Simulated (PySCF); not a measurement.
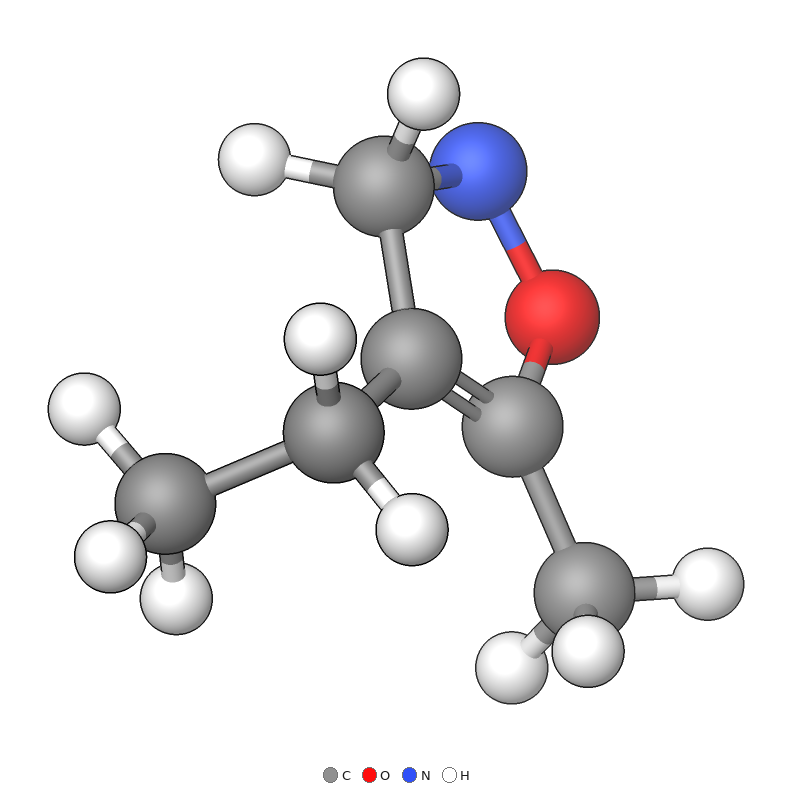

Charge 0, doublet. The computed structure is the end point of a GFN2-xTB optimisation. No frequency run is at hand to confirm it as a minimum. Level of theory: UKS B3LYP, pcH-1 on C H N O, non-relativistic (PySCF 2.14.0).

Q: What is the ⟨S²⟩ of the determinant?

A: 0.757.

Q: Give the isotropic g value at this level.

A: 2.00439.
